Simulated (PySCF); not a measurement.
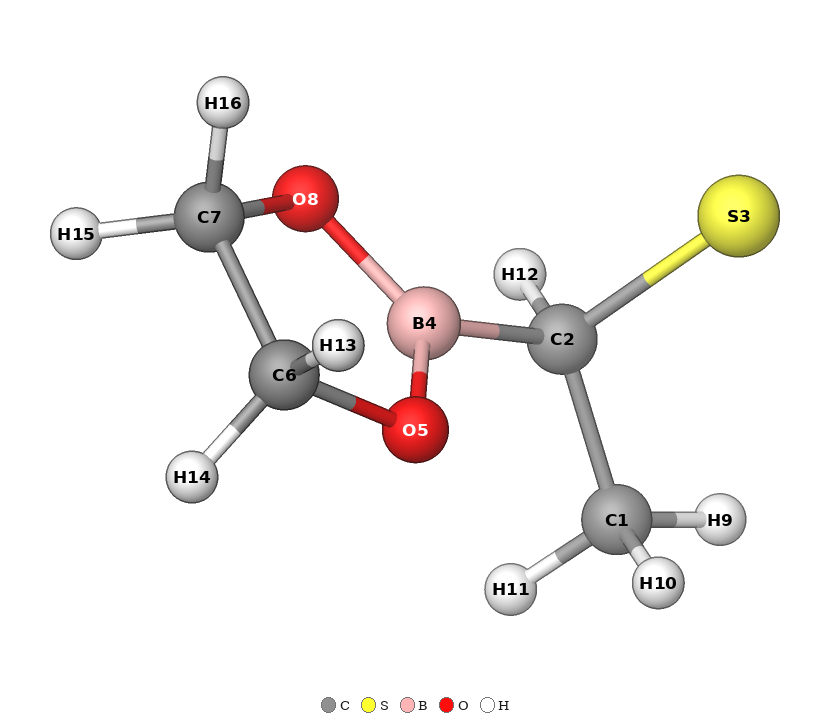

Charge 0, doublet. The geometry was computed by an optimisation with GFN2-xTB. No frequency run is at hand to confirm it as a minimum. Level of theory: UKS B3LYP, pcH-1 on B C H O S, non-relativistic (PySCF 2.14.0). The run warned: orbitally degenerate or nearly so: second-order g, spin-orbit hyperfine and D do not apply. Fermi-contact and spin-dipolar terms alone, no spin-orbit part.

> Which nucleus has the largest dipolar (anisotropic) hyperfine coupling?

33S at S3: principal values −86.2, −85.1, 171.3 MHz.

List the isotropic and dipolar parts for the most strongly coupled nuclei, one of each equivalent set.

```csv
atom,isotope,a_iso (MHz),dipolar part (MHz)
S3,33S,13.6,"−86.2, −85.1, 171.3"
C2,13C,−10.1,"−5.6, −4.2, 9.8"
H12,1H,85.0,"−5.9, −2.0, 7.9"
B4,11B,47.3,"−3.4, −2.2, 5.6"
H9,1H,1.5,"−2.6, −2.5, 5.1"
H10,1H,0.8,"−2.5, −2.3, 4.8"
O5,17O,−1.3,"−3.0, 1.2, 1.8"
H11,1H,−2.5,"−1.6, −1.4, 2.9"
```

The geometry is semi-empirical. Around B such bond lengths and angles can be off by a tenth of an ångström or more and by several degrees, and values that hang on the shape move with them.
